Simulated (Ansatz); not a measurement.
# Geometry relaxation, with input and output: C₃H₁₀N₂Si (part 2 of 2)

The same run, continued: C₃H₁₀N₂Si, SMILES NC1CCN1[SiH3]; RHF/def2-SVP (Ansatz 0.2.0). It belongs to a series of runs on one base structure; here: end point B relaxed.

Geometry of the input (Å):
```
N  -1.1543  -1.7357  -0.0410
C  -0.1207  -0.8365  -0.4761
C  1.0992  -1.1975  0.3408
C  1.3625  0.3335  0.5054
N  -0.1613  0.4419  0.2095
Si -0.8840  1.8910  -0.3629
H  -0.7832  -2.4234  0.6119
H  -1.4150  -2.3249  -0.8737
H  0.0612  -0.7750  -1.5151
H  1.9382  -1.7050  -0.1620
H  0.9503  -1.7142  1.3292
H  1.9699  0.7794  -0.2265
H  1.5518  0.6856  1.4871
H  -0.7053  2.9670  0.6497
H  -0.2327  2.2142  -1.6405
H  -2.3227  1.6550  -0.5536
```

Trajectory as extended XYZ, continued:
```
16
Properties=species:S:1:pos:R:3:forces:R:3 step=7 energy=-14067.58847
N    -1.2296   -1.6194   -0.2369   -0.0722  -0.0359  -0.0128
C    -0.0107   -0.9283   -0.5057   -0.0635   0.0927   0.0148
C     1.2880   -1.2187    0.2847   -0.0040  -0.0071   0.0300
C     1.3538    0.2912    0.5713   -0.0372   0.0137  -0.0284
N     0.0078    0.4295    0.0182    0.1405  -0.0946   0.0565
Si   -0.9271    1.8232   -0.3838    0.0153   0.0886  -0.0592
H    -1.4086   -1.7076    0.7473    0.0262  -0.0306  -0.0195
H    -1.2714   -2.5215   -0.6732    0.0046  -0.0318   0.0253
H     0.1526   -0.9811   -1.5888    0.0361   0.0215  -0.0084
H     2.1191   -1.6551   -0.2691   -0.0030  -0.0073  -0.0067
H     1.0986   -1.8153    1.1777    0.0166  -0.0122   0.0051
H     2.1300    0.8112   -0.0016   -0.0111  -0.0113   0.0265
H     1.4514    0.5821    1.6205   -0.0103   0.0167  -0.0329
H    -0.6860    2.8493    0.6604    0.0101  -0.0071   0.0024
H    -0.5489    2.4241   -1.6948   -0.0230   0.0221  -0.0018
H    -2.3651    1.4919   -0.4438   -0.0251  -0.0175   0.0090
16
Properties=species:S:1:pos:R:3:forces:R:3 step=9 energy=-14067.59164
N    -1.2292   -1.6304   -0.2570    0.0169   0.0023   0.0001
C    -0.0110   -0.9267   -0.5092    0.0025   0.0156  -0.0106
C     1.2816   -1.2184    0.2932   -0.0155  -0.0024  -0.0027
C     1.3429    0.2915    0.5806   -0.0109   0.0090  -0.0025
N     0.0031    0.4294    0.0167    0.0254  -0.0004   0.0071
Si   -0.9249    1.8313   -0.3872   -0.0125  -0.0229   0.0089
H    -1.4039   -1.7332    0.7267   -0.0035  -0.0012  -0.0063
H    -1.2454   -2.5350   -0.6912   -0.0049  -0.0087  -0.0016
H     0.1691   -0.9724   -1.5904   -0.0048  -0.0004   0.0007
H     2.1174   -1.6526   -0.2557   -0.0076  -0.0015  -0.0027
H     1.0876   -1.8189    1.1827    0.0060   0.0019   0.0103
H     2.1241    0.8120    0.0164    0.0069  -0.0059   0.0021
H     1.4298    0.5854    1.6291   -0.0003   0.0022   0.0013
H    -0.6111    2.8703    0.6235    0.0034   0.0088   0.0011
H    -0.6047    2.3973   -1.7281   -0.0015  -0.0026  -0.0053
H    -2.3716    1.5259   -0.3677    0.0004   0.0061  -0.0001
16
Properties=species:S:1:pos:R:3:forces:R:3 step=11 energy=-14067.58990 accepted=F
N    -1.2211   -1.6277   -0.3011    0.0951   0.3502   0.0276
C     0.0051   -0.9253   -0.5216   -0.0469   0.0150   0.0283
C     1.2778   -1.2195    0.3111    0.0162  -0.0164  -0.0388
C     1.3364    0.2910    0.5963   -0.0097  -0.0059   0.0139
N     0.0066    0.4286    0.0087    0.0477   0.0117  -0.0072
Si   -0.9334    1.8258   -0.3812   -0.0733   0.0916  -0.0262
H    -1.4133   -1.7346    0.6754   -0.0550   0.0016   0.1667
H    -1.2266   -2.5259   -0.7311   -0.0093  -0.3570  -0.2025
H     0.2120   -0.9665   -1.5982   -0.0078   0.0001   0.0024
H     2.1237   -1.6562   -0.2208   -0.0097   0.0034   0.0128
H     1.0662   -1.8183    1.1980   -0.0122   0.0098  -0.0018
H     2.1295    0.8066    0.0443   -0.0072   0.0075   0.0012
H     1.4054    0.5875    1.6452    0.0040   0.0006   0.0023
H    -0.5057    2.9031    0.5561   -0.0453  -0.0967  -0.0965
H    -0.7201    2.3185   -1.7789   -0.0294  -0.0457   0.1337
H    -2.3887    1.5682   -0.2199    0.1430   0.0301  -0.0160
16
Properties=species:S:1:pos:R:3:forces:R:3 step=13 energy=-14067.59347
N    -1.2179   -1.6227   -0.3133    0.0251   0.0872   0.0390
C     0.0103   -0.9214   -0.5233   -0.0082  -0.0105  -0.0093
C     1.2782   -1.2198    0.3147    0.0009  -0.0046  -0.0003
C     1.3388    0.2905    0.6031   -0.0020  -0.0015   0.0021
N     0.0133    0.4314    0.0077    0.0088   0.0038   0.0000
Si   -0.9360    1.8228   -0.3790   -0.0537   0.0672  -0.0352
H    -1.4240   -1.7299    0.6636   -0.0058   0.0017   0.0093
H    -1.2247   -2.5241   -0.7507   -0.0001  -0.0720  -0.0472
H     0.2224   -0.9607   -1.5992   -0.0038  -0.0008   0.0061
H     2.1259   -1.6593   -0.2115   -0.0047   0.0019   0.0056
H     1.0578   -1.8176    1.2004   -0.0011   0.0066  -0.0066
H     2.1351    0.8070    0.0566   -0.0038  -0.0013   0.0034
H     1.4027    0.5850    1.6531    0.0016  -0.0049  -0.0015
H    -0.4796    2.9134    0.5256   -0.0464  -0.0703  -0.0613
H    -0.7627    2.2895   -1.7886   -0.0143  -0.0345   0.0970
H    -2.3857    1.5713   -0.1769    0.1076   0.0318  -0.0013
16
Properties=species:S:1:pos:R:3:forces:R:3 step=16 energy=-14067.59692
N    -1.2068   -1.6043   -0.3550   -0.0275  -0.0031   0.0004
C     0.0305   -0.9131   -0.5356    0.0301   0.0074  -0.0038
C     1.2773   -1.2214    0.3300   -0.0058  -0.0039   0.0073
C     1.3392    0.2876    0.6265    0.0055   0.0059   0.0034
N     0.0315    0.4383   -0.0033   -0.0187  -0.0075  -0.0275
Si   -0.9469    1.8133   -0.3759    0.0048   0.0216   0.0069
H    -1.4353   -1.7227    0.6157    0.0062  -0.0007  -0.0007
H    -1.2199   -2.4990   -0.8095    0.0020   0.0021   0.0008
H     0.2647   -0.9509   -1.6068   -0.0009  -0.0025   0.0025
H     2.1344   -1.6648   -0.1770    0.0016   0.0033   0.0004
H     1.0322   -1.8197    1.2086    0.0007  -0.0026  -0.0052
H     2.1519    0.8031    0.1041   -0.0059   0.0000   0.0050
H     1.3779    0.5741    1.6798    0.0010   0.0017   0.0002
H    -0.3967    2.9454    0.4138   -0.0284  -0.0249  -0.0315
H    -0.9099    2.1798   -1.8206   -0.0075  -0.0143   0.0502
H    -2.3702    1.6097   -0.0125    0.0430   0.0175  -0.0085
16
Properties=species:S:1:pos:R:3:forces:R:3 step=18 energy=-14067.45038 accepted=F
N    -1.2462   -1.5948   -0.3629    1.7014   0.5403  -0.3332
C     0.0613   -0.9228   -0.5481   -2.0365  -0.4803   0.5233
C     1.2737   -1.2244    0.3479    0.6104   0.2416  -0.8609
C     1.3485    0.2914    0.6382   -1.4529  -0.6385  -0.2022
N     0.0376    0.4169   -0.0571    1.0472   1.0354   1.3390
Si   -0.9315    1.8033   -0.3640   -0.4206   0.0282  -0.4310
H    -1.4206   -1.7258    0.6154   -0.1364  -0.0739   0.1237
H    -1.2272   -2.4896   -0.8133   -0.1731  -0.2199   0.0226
H     0.2684   -0.9518   -1.6029    0.2896  -0.3434  -0.7150
H     2.1385   -1.6470   -0.1676   -0.0184  -0.0854   0.1215
H     1.0248   -1.8365    1.1941   -0.1117  -0.2478   0.5553
H     2.1260    0.8152    0.1224    0.7818   0.2405  -0.3693
H     1.3815    0.5798    1.6875   -0.2166   0.0746   0.1009
H    -0.3969    2.9629    0.3897    0.1476  -0.1269   0.0799
H    -0.9319    2.1574   -1.8086    0.0022   0.0663  -0.0395
H    -2.3520    1.6211    0.0115   -0.0139  -0.0108   0.0850
16
Properties=species:S:1:pos:R:3:forces:R:3 step=20 energy=-14067.59942
N    -1.2000   -1.5915   -0.3797    0.0052   0.0042  -0.0004
C     0.0461   -0.9108   -0.5505   -0.0061   0.0011   0.0005
C     1.2772   -1.2227    0.3367   -0.0023  -0.0023  -0.0018
C     1.3332    0.2847    0.6449   -0.0010   0.0075  -0.0019
N     0.0478    0.4431   -0.0277    0.0204   0.0011   0.0075
Si   -0.9509    1.8082   -0.3749   -0.0199   0.0235  -0.0062
H    -1.4345   -1.7103    0.5897   -0.0025  -0.0031  -0.0054
H    -1.2183   -2.4850   -0.8360    0.0011  -0.0011   0.0024
H     0.2921   -0.9576   -1.6183   -0.0001  -0.0033  -0.0001
H     2.1441   -1.6590   -0.1597    0.0004   0.0016   0.0022
H     1.0195   -1.8303    1.2052    0.0013  -0.0008  -0.0019
H     2.1630    0.8034    0.1536   -0.0091  -0.0045   0.0078
H     1.3391    0.5626    1.7017   -0.0057  -0.0047  -0.0104
H    -0.3414    2.9652    0.3293   -0.0144  -0.0163  -0.0187
H    -1.0157    2.1109   -1.8315   -0.0061  -0.0106   0.0363
H    -2.3474    1.6446    0.0994    0.0387   0.0078  -0.0100
16
Properties=species:S:1:pos:R:3:forces:R:3 step=22 energy=-14067.60169
N    -1.1924   -1.5807   -0.4049    0.0102   0.0057   0.0047
C     0.0603   -0.9081   -0.5639   -0.0051  -0.0018  -0.0091
C     1.2771   -1.2245    0.3421   -0.0041   0.0009   0.0037
C     1.3261    0.2807    0.6642   -0.0064   0.0062   0.0021
N     0.0632    0.4477   -0.0472    0.0278   0.0197   0.0022
Si   -0.9529    1.8044   -0.3737   -0.0548   0.0616  -0.0215
H    -1.4364   -1.6998    0.5622   -0.0027  -0.0031  -0.0049
H    -1.2126   -2.4737   -0.8624    0.0001   0.0016   0.0018
H     0.3180   -0.9612   -1.6284   -0.0019  -0.0004   0.0021
H     2.1534   -1.6527   -0.1446   -0.0037   0.0007   0.0009
H     1.0082   -1.8420    1.2002    0.0034   0.0002  -0.0030
H     2.1709    0.8042    0.2050   -0.0129  -0.0075   0.0093
H     1.2989    0.5475    1.7239   -0.0016  -0.0072  -0.0144
H    -0.2914    2.9897    0.2338   -0.0189  -0.0503  -0.0252
H    -1.1223    2.0395   -1.8355    0.0051  -0.0290   0.0811
H    -2.3144    1.6844    0.2115    0.0656   0.0027  -0.0298
16
Properties=species:S:1:pos:R:3:forces:R:3 step=24 energy=-14067.60496
N    -1.1824   -1.5367   -0.4236   -0.0157   0.0085  -0.0261
C     0.0891   -0.8986   -0.5930   -0.0408  -0.0414  -0.0140
C     1.2812   -1.2268    0.3410    0.0104  -0.0022   0.0105
C     1.3193    0.2717    0.6965   -0.0191   0.0449  -0.0024
N     0.1207    0.4694   -0.1138    0.0108   0.0224   0.0441
Si   -0.9559    1.7928   -0.3815    0.0049   0.0137   0.0019
H    -1.4342   -1.6446    0.5428    0.0241   0.0097   0.0061
H    -1.2316   -2.4304   -0.8773    0.0050   0.0003  -0.0003
H     0.3475   -0.9896   -1.6540    0.0174   0.0063   0.0068
H     2.1721   -1.6323   -0.1387   -0.0046  -0.0029   0.0083
H     1.0009   -1.8716    1.1751    0.0129  -0.0037  -0.0059
H     2.2038    0.8001    0.3244   -0.0587  -0.0208   0.0205
H     1.2063    0.5086    1.7596    0.0023  -0.0044  -0.0658
H    -0.2565    3.0145    0.0955   -0.0274  -0.0197  -0.0280
H    -1.2802    1.9308   -1.8265    0.0118  -0.0103   0.0779
H    -2.2462    1.6981    0.3557    0.0666  -0.0005  -0.0336
16
Properties=species:S:1:pos:R:3:forces:R:3 step=26 energy=-14067.60701
N    -1.1797   -1.5377   -0.4441    0.0041  -0.0111  -0.0010
C     0.0919   -0.8976   -0.5983    0.0219   0.0305   0.0025
C     1.2785   -1.2279    0.3446    0.0034   0.0050   0.0106
C     1.3088    0.2693    0.7087   -0.0301   0.0181  -0.0187
N     0.1170    0.4684   -0.1088    0.0268   0.0059   0.0101
Si   -0.9533    1.7960   -0.3765    0.0161  -0.0155  -0.0078
H    -1.4321   -1.6516    0.5215   -0.0033  -0.0014   0.0004
H    -1.2212   -2.4306   -0.9007   -0.0003   0.0062   0.0024
H     0.3642   -0.9796   -1.6567   -0.0106  -0.0007   0.0090
H     2.1742   -1.6277   -0.1306   -0.0009   0.0028  -0.0013
H     0.9973   -1.8793    1.1732   -0.0064   0.0026  -0.0065
H     2.1927    0.8039    0.3466   -0.0218  -0.0181   0.0116
H     1.1858    0.5017    1.7707    0.0079  -0.0126  -0.0213
H    -0.2295    3.0323    0.0196   -0.0161  -0.0258  -0.0149
H    -1.3348    1.8752   -1.8096   -0.0020   0.0029   0.0473
H    -2.2059    1.7406    0.4225    0.0113   0.0112  -0.0223
16
Properties=species:S:1:pos:R:3:forces:R:3 step=28 energy=-14067.60767
N    -1.1751   -1.5327   -0.4525   -0.0047  -0.0039   0.0046
C     0.0978   -0.8940   -0.6040    0.0139   0.0087  -0.0026
C     1.2789   -1.2281    0.3443   -0.0065   0.0015   0.0014
C     1.3016    0.2659    0.7204   -0.0006  -0.0001  -0.0039
N     0.1245    0.4716   -0.1146    0.0003   0.0054   0.0059
Si   -0.9512    1.7953   -0.3760    0.0021   0.0006  -0.0090
H    -1.4282   -1.6503    0.5125   -0.0018  -0.0010  -0.0012
H    -1.2178   -2.4237   -0.9125   -0.0001   0.0020  -0.0004
H     0.3716   -0.9764   -1.6615   -0.0032  -0.0033   0.0000
H     2.1793   -1.6196   -0.1290   -0.0016   0.0018   0.0006
H     0.9941   -1.8887    1.1643    0.0028   0.0015  -0.0027
H     2.1907    0.8040    0.3787   -0.0062  -0.0028   0.0038
H     1.1617    0.4870    1.7824   -0.0003  -0.0002  -0.0053
H    -0.2144    3.0411   -0.0422   -0.0061  -0.0084   0.0010
H    -1.3835    1.8343   -1.7938    0.0034  -0.0023   0.0095
H    -2.1763    1.7697    0.4660    0.0086   0.0005  -0.0017
```

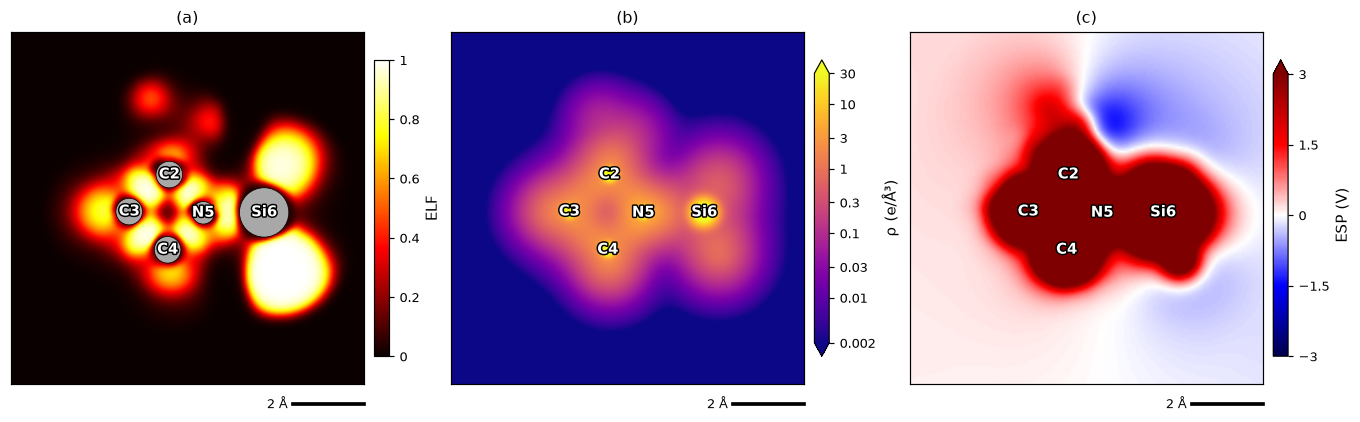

Fig. 1: (a) electron localisation function; (b) total electron density; (c) molecular electrostatic potential on the plane of atoms C2, N5 and C4. Grey discs, where drawn, cover atomic cores. The plane passes through C, N and Si nuclei. C–C (1.54 Å): ρ at the midpoint is about 1.7 e/Å³; the ELF peaks at about 1 between the atoms, as expected for localised, shared-pair bonding.

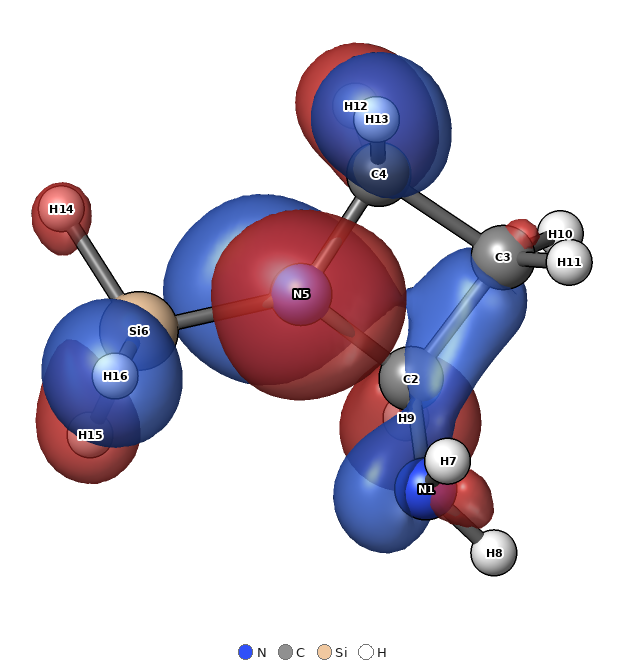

Fig. 2: One frontier orbital at ±0.1 Å⁻³ᐟ² (blue and red are the two phases), seen at an oblique angle. The HOMO, at −9.49 eV. Its weight (Hirshfeld) is mainly on N5 (45 %) and Si6 (10 %).
